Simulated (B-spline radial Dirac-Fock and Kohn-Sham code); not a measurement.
Mercury (Z = 80). The calculation used a Dirac–Hartree–Slater potential of the neutral atom, no hole, surface-current nucleus (a B-spline radial code).

A figure with this caption is to be made: «L3-subshell internal conversion coefficients against transition energy, at the marked points and joined by straight lines (also across edges).» What will it show?

E1 goes from 4.14 at 16.6 keV to 2.85 × 10⁻⁶ at 2000 keV; E2 goes from 13300 at 16.6 keV to 5.33 × 10⁻⁶ at 2000 keV; E3 goes from 1.92 × 10⁶ at 16.6 keV to 1.01 × 10⁻⁵ at 2000 keV; E4 goes from 5.78 × 10⁷ at 16.6 keV to 1.95 × 10⁻⁵ at 2000 keV.

Here it is:

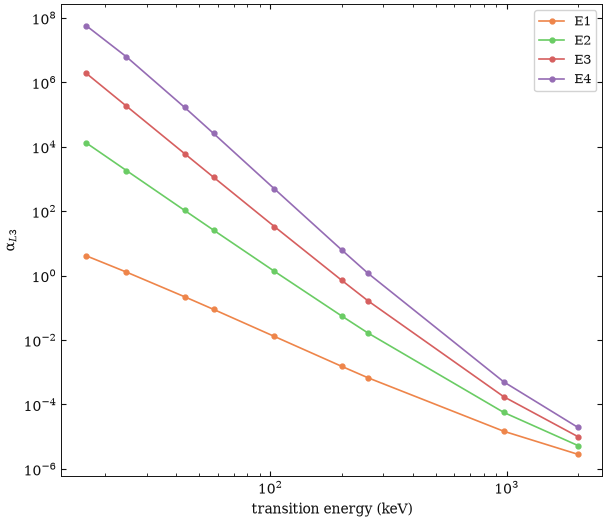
